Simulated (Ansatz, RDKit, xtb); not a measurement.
**Isomers of C3H7FS, a sample narrowed down**

Which of a sample of isomers of C3H7FS is the most stable in the gas at 298.15 K, and what are its properties? The sample is small against all isomers, and the most stable one of this formula need not be in it.

The funnel: GFN2-xTB relaxations, single points with a density functional, relaxations at PBE-D3(BJ)/def2-SVP, harmonic vibrations, and a last energy at a higher level. All values are calculated.

### Step 1. Possible bonding patterns

Isomers were taken from a list of plausible structures; this is a sample, not all of them. That gives 3 candidates.

```csv
label,SMILES,spin
c443,CC[C@@H](F)S,singlet
c666,CC(C)(F)S,singlet
c904,FCCCS,singlet
```

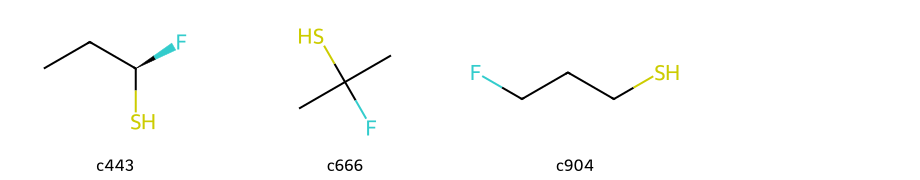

Structural formulas of the candidates.

Candidates are built by distance geometry, with a force field where one applies, in up to four conformers (letters a to d).

### Step 2. Cheap relaxation of all starts

All 8 starts are relaxed the same way. One of them, c443a (taken from a list of positional isomers, embedded by distance geometry and MMFF94), in full:

Contents of start.xyz:

```xyz
12
c443a
C      0.899271    -0.957803     0.430232
C     -0.544093    -0.750544     0.033174
C     -1.280723     0.059490     1.073342
F     -0.670974     1.314032     1.145886
S     -2.986876     0.331650     0.640145
H      1.446210    -1.579862    -0.330042
H      1.474011    -0.010852     0.538674
H      0.981981    -1.507370     1.429512
H     -1.035428    -1.722617    -0.090424
H     -0.570485    -0.210348    -0.922309
H     -1.210396    -0.386594     2.073802
H     -2.805231     1.167326    -0.387224
```

The run is started by

```bash
$ xtb start.xyz --gfn 2 --opt
```

The log of the run (excerpt; [...] marks lines left out):

```text
* xtb version 6.7.1
[...]
          :  # basis functions                  33          :
[...]
          :  # electrons                        32          :
[...]
          :  Hamiltonian                  GFN2-xTB          :
[...]
          :  net charge                          0          :
          :  unpaired electrons                  0          :
[...]
   *** convergence criteria satisfied after 10 iterations ***
[...]
   *** GEOMETRY OPTIMIZATION CONVERGED AFTER 11 ITERATIONS ***
[...]
   *** convergence criteria satisfied after 3 iterations ***
[...]
         ::                     SUMMARY                     ::
         :::::::::::::::::::::::::::::::::::::::::::::::::::::
         :: total energy             -17.967260687626 Eh    ::
         :: gradient norm              0.000751074130 Eh/a0 ::
         :: HOMO-LUMO gap              4.610223748873 eV    ::
         ::.................................................::
         :: SCC energy               -18.121147341166 Eh    ::
         :: -> isotropic ES            0.018973871957 Eh    ::
         :: -> anisotropic ES          0.001443199182 Eh    ::
         :: -> anisotropic XC          0.003663190868 Eh    ::
         :: -> dispersion             -0.006341444902 Eh    ::
         :: repulsion energy           0.153886653541 Eh    ::
         :: add. restraining           0.000000000000 Eh    ::
         :: total charge               0.000000000000 e     ::
         :::::::::::::::::::::::::::::::::::::::::::::::::::::
[...]
        16        2.0000           -0.3901519             -10.6166 (HOMO)
        17                         -0.2207293              -6.0064 (LUMO)
[...]
     #   Z          covCN         q      C6AA      α(0)
     1   6          3.753    -0.107    22.595     6.778
     2   6          3.827    -0.062    21.672     6.624
     3   6          3.654     0.189    17.868     6.069
     4   9          0.804    -0.240    11.659     4.034
     5  16          1.938    -0.263   152.373    20.776
     6   1          0.925     0.048     2.339     2.392
     7   1          0.925     0.055     2.263     2.352
     8   1          0.925     0.042     2.418     2.431
     9   1          0.924     0.053     2.281     2.362
    10   1          0.924     0.054     2.267     2.355
    11   1          0.924     0.058     2.221     2.331
    12   1          0.923     0.172     1.252     1.750
[...]
     #   Z sym  total        # sym  WBO       # sym  WBO       # sym  WBO
 ---------------------------------------------------------------------------
     1   6      3.993 --     2      1.013     8      0.987     7      0.986
                             6      0.984
     2   6      3.992 --     1      1.013     3      0.996     9      0.975
                            10      0.973
     3   6      3.896 --     2      0.996     5      0.975    11      0.959
                             4      0.945
     4   9      1.035 --     3      0.945
     5  16      2.025 --     3      0.975    12      0.958
     6   1      0.998 --     1      0.984
     7   1      0.997 --     1      0.986
     8   1      0.998 --     1      0.987
     9   1      0.997 --     2      0.975
    10   1      0.997 --     2      0.973
[...]
molecular dipole:
                 x           y           z       tot (Debye)
 q only:        0.365      -0.664      -0.498
   full:        0.565      -0.675      -0.514       2.590
molecular quadrupole (traceless):
[...]
          | TOTAL ENERGY              -17.967260687626 Eh   |
          | GRADIENT NORM               0.000751074130 Eh/α |
          | HOMO-LUMO GAP               4.610223748873 eV   |
           -------------------------------------------------
[...]
```

Wall time 0.054 s (2 threads of Arm Neoverse V2, shared host).

### Step 3. Distinct minima at GFN2-xTB

8 of the 8 relaxations converged. 8 distinct structures remain:

```csv
label,start,SMILES after,spin,energy (kcal/mol)
c666a,drawn,CC(C)(F)S,singlet,0.0
c443a,drawn,CC[C@@H](F)S,singlet,2.8
c443b,drawn,CC[C@@H](F)S,singlet,3.6
c443c,drawn,CC[C@@H](F)S,singlet,3.6
c904a,drawn,FCCCS,singlet,3.8
c904b,drawn,FCCCS,singlet,3.9
c904c,drawn,FCCCS,singlet,4.2
c904d,drawn,FCCCS,singlet,4.6
```

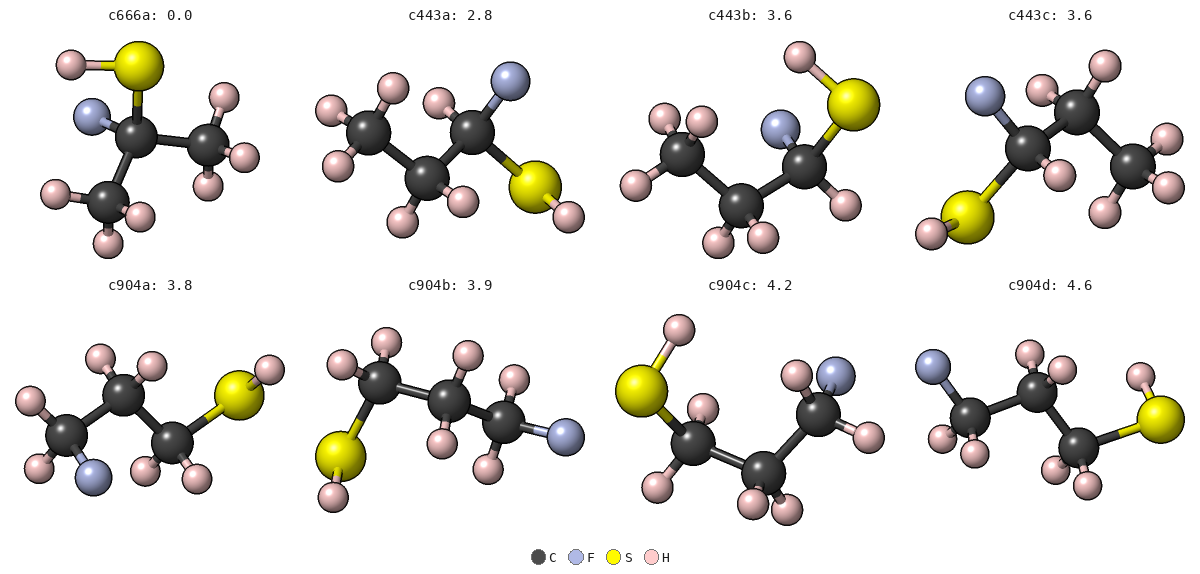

The 8 lowest minima that did not fall apart, with their GFN2-xTB energies in kcal/mol.

### Step 4. Single points on the low minima

A choice of the minima (the low ones first, few conformers of a pattern, up to a cap) and the lowest that fell apart get a single point at r2SCAN-D4/def2-SVP on the tight-binding geometry, and one at HF/STO-3G for comparison. Some singlets are also tried as triplets at the same geometry (label ending in t). Within 40 kcal/mol but not screened, among others: c443c, c904c, c904d. The first, c666a:

Contents of input.yaml:

```yaml
basis:
  gaussian:
    orbitals: def2-SVP
crystal:
  periodic: [false, false, false]
  atoms:
    - symbol: C
      position_ang: [-0.635192, 0.064464, 0.542311]
    - symbol: C
      position_ang: [-1.450474, -1.197470, 0.761244]
    - symbol: C
      position_ang: [-2.176409, -1.227346, 2.093246]
    - symbol: F
      position_ang: [-2.382725, -1.294488, -0.255107]
    - symbol: S
      position_ang: [-0.369882, -2.694013, 0.660674]
    - symbol: H
      position_ang: [-1.281321, 0.936020, 0.627272]
    - symbol: H
      position_ang: [0.152678, 0.126004, 1.287244]
    - symbol: H
      position_ang: [-0.188472, 0.059474, -0.450048]
    - symbol: H
      position_ang: [-2.778502, -2.130443, 2.164590]
    - symbol: H
      position_ang: [-2.829499, -0.361314, 2.176516]
    - symbol: H
      position_ang: [-1.454646, -1.217397, 2.904976]
    - symbol: H
      position_ang: [-0.011549, -2.498954, -0.605721]
hamiltonian:
  xc: {name: r2SCAN}
  dispersion: d4
scf:
  lower_state_search: off
output:
  orbitals: {seedname: orbitals}
```

The run is started by

```bash
$ ansatz run input.yaml --threads 2 --pin off --max-ram 5220MiB --events-out events.jsonl --progress --plain --runs-dir runs
```

The log of the run (excerpt; [...] marks lines left out):

```text
Warning: RAYON_NUM_THREADS=2 ignored (pool sized by the plan → 2); use --threads N
Functional definition: r2SCAN
  name "r2SCAN"
[...]
1233 factors; their error is unknown
[...]
mean field -16765.89709506 eV, -616.1353539101 hartree, gradient 3.3e-6 eV, S^2 0.000000; 0 other end points of the search recorded, 0 dependent functions left out
reference -16765.89710401 eV, -616.1353542390 hartree; 25, 25 occupied and 84, 84 virtual orbitals, 1233 factors
Total energy: -16765.95822384 eV, -616.1376003516 hartree
Checks for a lower state left out: stability, starts, cluster_reference, orbital_swaps, neighbouring_geometries, increment
```

Wall time 2.4 s (2 threads of Arm Neoverse V2, shared host); peak memory 0.14 GiB.

Relative energies in kcal/mol, each column from its lowest structure that stays in one piece:

```csv
label,SMILES,spin,GFN2-xTB,HF/STO-3G,r2SCAN-D4/def2-SVP
c666a,CC(C)(F)S,singlet,0.0,0.0,0.0
c443a,CC[C@@H](F)S,singlet,2.8,1.3,4.7
c443b,CC[C@@H](F)S,singlet,3.6,2.5,4.8
c904a,FCCCS,singlet,3.8,5.8,8.6
c904b,FCCCS,singlet,3.9,6.3,9.1
c666at,CC(C)(F)S,triplet,–,–,125.1
c443at,CC[C@@H](F)S,triplet,–,–,135.6
```

### Step 5. Refinement at PBE-D3(BJ)/def2-SVP

3 candidates are relaxed at PBE-D3(BJ)/def2-SVP (chosen among the lowest in one piece, one conformer a pattern). The first, c666a:

Contents of input.yaml:

```yaml
crystal:
  periodic: [false, false, false]
  atoms:
    - {symbol: C, position_ang: [-0.635192, 0.064464, 0.542311]}
    - {symbol: C, position_ang: [-1.450474, -1.197470, 0.761244]}
    - {symbol: C, position_ang: [-2.176409, -1.227346, 2.093246]}
    - {symbol: F, position_ang: [-2.382725, -1.294488, -0.255107]}
    - {symbol: S, position_ang: [-0.369882, -2.694013, 0.660674]}
    - {symbol: H, position_ang: [-1.281321, 0.936020, 0.627272]}
    - {symbol: H, position_ang: [0.152678, 0.126004, 1.287244]}
    - {symbol: H, position_ang: [-0.188472, 0.059474, -0.450048]}
    - {symbol: H, position_ang: [-2.778502, -2.130443, 2.164590]}
    - {symbol: H, position_ang: [-2.829499, -0.361314, 2.176516]}
    - {symbol: H, position_ang: [-1.454646, -1.217397, 2.904976]}
    - {symbol: H, position_ang: [-0.011549, -2.498954, -0.605721]}
basis:
  gaussian: {orbitals: def2-SVP}
relax: {f_tol: 0.003}
scf: {lower_state_search: "off"}
hamiltonian: {xc: pbe, dispersion: d3bj}
```

The run is started by

```bash
$ ansatz run input.yaml --threads 2 --pin off --max-ram 5220MiB --events-out events.jsonl --progress --plain --runs-dir runs
```

The log of the run (excerpt; [...] marks lines left out):

```text
Warning: RAYON_NUM_THREADS=2 ignored (pool sized by the plan → 2); use --threads N
[...]
Functional definition: PBE
  name "PBE"
[...]
1233 factors; their error is unknown
[...]
mean field -16757.94228337 eV, -615.8430199725 hartree, gradient 4.0e-6 eV, S^2 0.000000; 0 other end points of the search recorded, 0 dependent functions left out
[...]
reference -16757.94231384 eV, -615.8430210923 hartree; 25, 25 occupied and 84, 84 virtual orbitals, 1233 factors
relax step   1: F+E_penalty+E_count = -16758.20466521 eV  Δ(F+E_penalty+E_count) = +0.000e0 eV  max|allowed force component| = 9.664e-1 eV/Å  Δτ_max = 0.0000 Å  (19 SCF iters, accepted)
[...]
relax step   6: F+E_penalty+E_count = -16758.28042716 eV  Δ(F+E_penalty+E_count) = -1.853e-4 eV  max|allowed force component| = 1.339e-2 eV/Å  Δτ_max = 0.0114 Å  (21 SCF iters, accepted)
[...]
Atom 3 at    -2.449072    -1.234827    -0.245131 Å, force    -0.000809     0.000578    -0.001984 eV/Å
Atom 4 at    -0.441149    -2.744495     0.635352 Å, force    -0.000318     0.001424    -0.000422 eV/Å
Atom 5 at    -1.284913     0.942405     0.603698 Å, force    -0.000055    -0.001575    -0.000586 eV/Å
Atom 6 at     0.174831     0.125248     1.280510 Å, force    -0.000254     0.000574     0.000087 eV/Å
Atom 7 at    -0.178082     0.037742    -0.481538 Å, force    -0.000878     0.000495    -0.000128 eV/Å
Atom 8 at    -2.784924    -2.157277     2.191711 Å, force    -0.000451     0.000012     0.000516 eV/Å
Atom 9 at    -2.842360    -0.361470     2.178127 Å, force    -0.000490    -0.000188    -0.000090 eV/Å
Atom 10 at    -1.443639    -1.208223     2.934485 Å, force    -0.000305     0.000468    -0.000402 eV/Å
Atom 11 at     0.113474    -2.434452    -0.569619 Å, force    -0.000573     0.000410     0.000350 eV/Å
Dipole moment:     0.152203     0.283140     0.130171 e Å
Checks for a lower state left out: stability, starts, cluster_reference, orbital_swaps, neighbouring_geometries, increment
```

Run time: 11 s. Hardware: 2 threads of Arm Neoverse V2, shared host; peak memory 0.13 GiB.

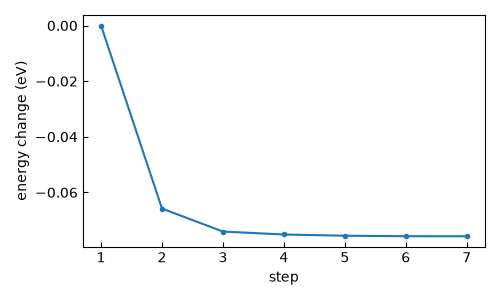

Energy along the run, all evaluated steps.

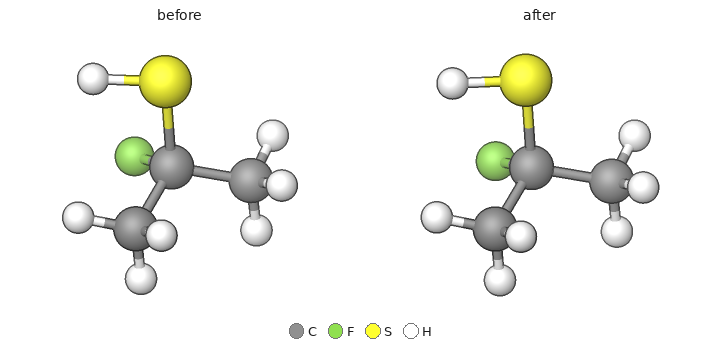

Before and after, at one scale.

After the run. Bond lengths: C1–C2 1.523 Å, C2–C3 1.525 Å, C2–F4 1.399 Å, C2–S5 1.850 Å, C1–H6 1.110 Å, C1–H7 1.106 Å, C1–H8 1.108 Å, C3–H9 1.107 Å, C3–H10 1.108 Å, C3–H11 1.107 Å, S5–H12 1.362 Å. Some angles: C1–C2–C3 113.5°, C1–C2–F4 107.3°, C1–C2–S5 111.9°, C3–C2–F4 107.7°, C3–C2–S5 107.1°, F4–C2–S5 109.2°, C2–C1–H6 109.5°, C2–C1–H7 111.0°, C2–C1–H8 110.4°, C2–C3–H9 110.3°.

### Step 6. After refinement

```csv
label,spin,r2SCAN-D4/def2-SVP (kcal/mol),"PBE-D3(BJ)/def2-SVP, relaxed (kcal/mol)",time
c666a,singlet,0.0,0.0,11 s
c443a,singlet,4.7,3.5,12 s
c904a,singlet,8.6,7.5,11 s
```

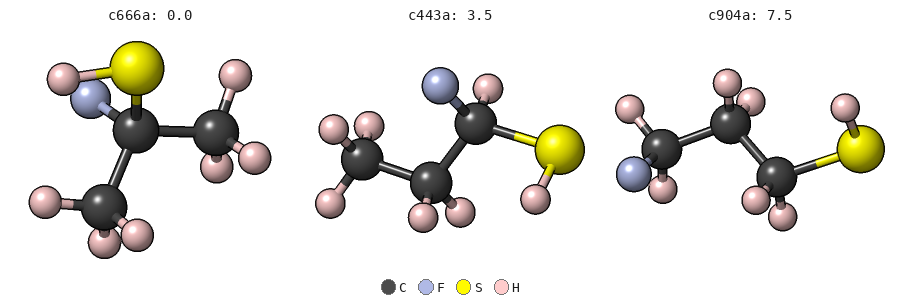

The relaxed structures, with energies at PBE-D3(BJ)/def2-SVP in kcal/mol.

(Part 1 of 2 ends here.)
